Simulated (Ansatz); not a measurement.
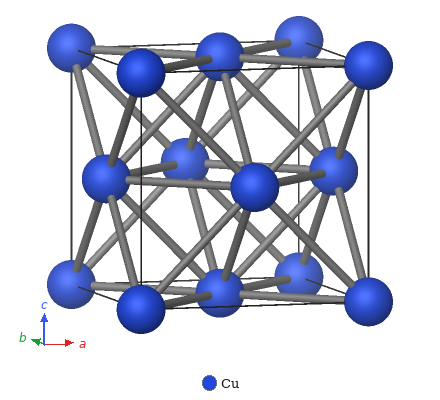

The structure; the drawing may span several cells.

Given this structure, the input geometry of an electronic-structure calculation (not necessarily at equilibrium), written in its standard cell:

```cif
data_structure
_symmetry_space_group_name_H-M 'Fm-3m'
_symmetry_Int_Tables_number 225
_cell_length_a 3.6100
_cell_length_b 3.6100
_cell_length_c 3.6100
_cell_angle_alpha 90.000
_cell_angle_beta 90.000
_cell_angle_gamma 90.000
_cell_volume 47.05
loop_
_atom_site_label
_atom_site_type_symbol
_atom_site_symmetry_multiplicity
_atom_site_Wyckoff_symbol
_atom_site_fract_x
_atom_site_fract_y
_atom_site_fract_z
_atom_site_occupancy
Cu1 Cu 4 a 0.00000 0.00000 0.00000 1
```

Question: What does the kinematic electron diffraction pattern along [001] look like at 120 kV (B = 0.5 Å²)?

Answer: The spots form a square net with both shortest vectors at d = 1.80 Å, 90.0° apart. They are 2 0 0 and 0 2 0. The pattern has symmetry 4mm. The lattice centring (F) removes all reflections that break h + k = 2n, h + l = 2n.

Strongest reflections with d > 0.80 Å, one of each family (|F|² from tabulated Gaussian fits of the electron scattering factors, times a small damping for the curvature of the Ewald sphere):

| hkl | d (Å) | I (strongest = 100) |
| --- | --- | --- |
| 2 0 0 | 1.805 | 100 |
| 2 2 0 | 1.276 | 50 |
| 4 0 0 | 0.902 | 19 |
| 4 2 0 | 0.807 | 13 |

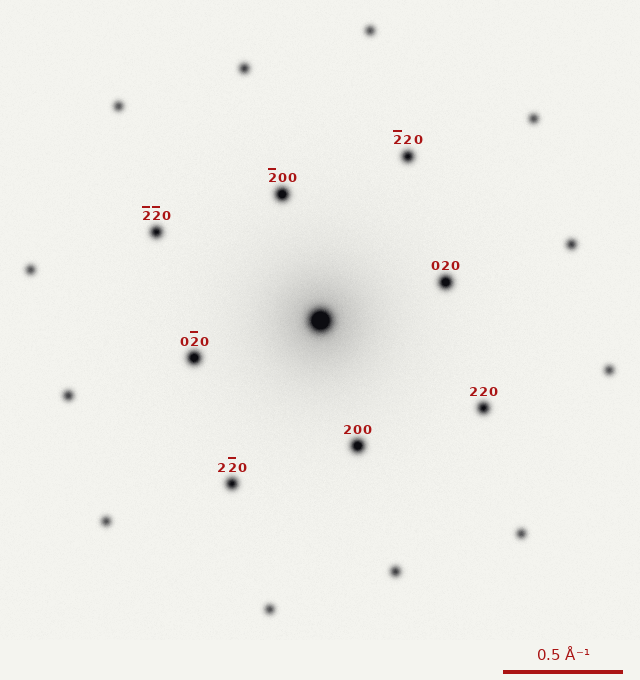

Calculated pattern, seen from the source side with [001] pointing towards the source.
